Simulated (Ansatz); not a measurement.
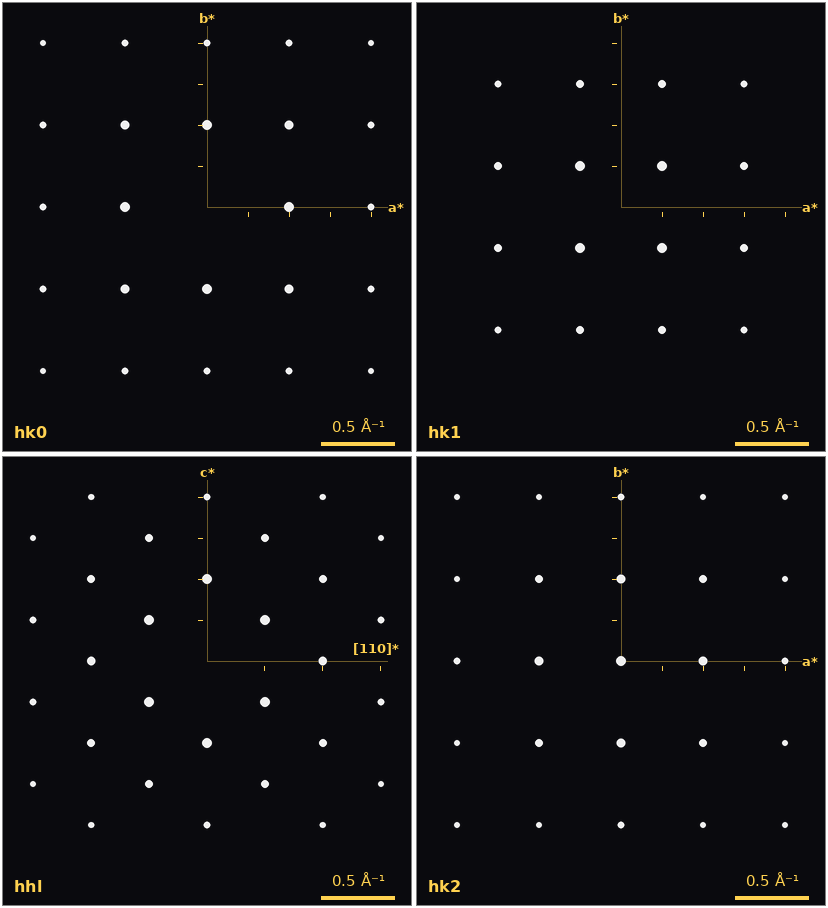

Four undistorted layers of reciprocal space, calculated for a single crystal (X-rays, kinematic |F|², B = 0.5 Å²). Tick marks count the reciprocal lattice steps of the conventional cell along each axis.

The compound is Ni. Structure: the input geometry of an electronic-structure calculation (not necessarily at equilibrium).

Question: Read the reciprocal cell and give the direct cell.

Answer: a* = 0.284, b* = 0.284, c* = 0.284 Å⁻¹; the cell is cubic with a = 3.52 Å.

Question: Which reflection conditions do the layers show?

Answer: Reflections are present only under these conditions. hkl: h + k = 2n, h + l = 2n; hk0: h = 2n, k = 2n; hhl: h + l = 2n; h00: h = 2n. The lattice is face-centred (F).

Question: Which space groups fit?

Answer: The intensities have Laue symmetry m-3m (the hk0 layer shows 4mm, hk1 shows 4mm). With these conditions the candidates are F432 (No. 209), F-43m (No. 216), Fm-3m (No. 225). Diffraction geometry alone does not choose among them; the structure has Fm-3m.
